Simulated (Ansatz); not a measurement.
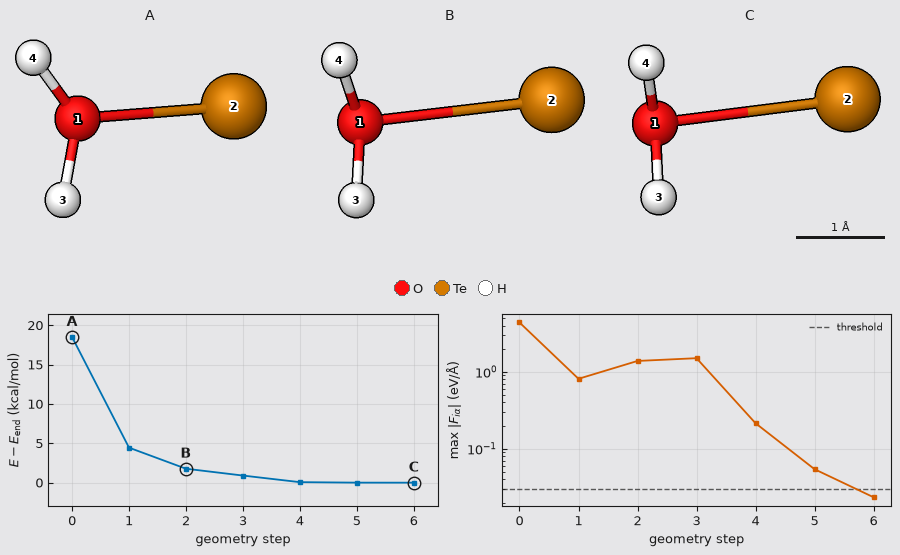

Frames of a relaxation of H$_{2}$TeO, marked on the history of the run. Style: ball-and-stick. Shown at a tilt.

It is one of the separated reactants of a reaction.

The calculation used Ansatz, RKS PBE-D4/def2-SVP. (force threshold 0.03 eV/Å; at most 250 steps)

Q: What happens along the run?

A: The energy falls by 18.5 kcal/mol in 6 geometry steps. Largest force component: 4.4 eV/Å at the start, 0.023 eV/Å at the end. O1 moves most after the best rigid fit: 0.32 Å. Largest moves by element: O 0.32 Å, Te 0.18 Å, H 0.17 Å. Among the contacts that change: O1–Te2 1.963 → 2.305 Å, O1–H3 0.962 → 0.980 Å, O1–H4 0.970 → 0.980 Å. Bond angles that change, for instance: Te2–O1–H4 127.9° → 102.0°, H3–O1–H4 120.6° → 104.8°, Te2–O1–H3 107.9° → 101.9°. Cost: 3.3 s on 2 threads of Intel Xeon 6975P-C, with other jobs on the host. From step 0 to 2: O1 moves most (0.26 Å), energy −16.7 kcal/mol. From step 2 to 6: H4 moves most (0.09 Å), energy −1.77 kcal/mol.

| step | E − E(0), kcal/mol | largest force component, eV/Å |
| --- | --- | --- |
| 0 | 0.00 | 4.3801 |
| 1 | -14.06 | 0.8121 |
| 2 | -16.73 | 1.3857 |
| 3 | -17.60 | 1.5050 |
| 4 | -18.44 | 0.2150 |
| 5 | -18.50 | 0.0543 |
| 6 | -18.50 | 0.0235 |
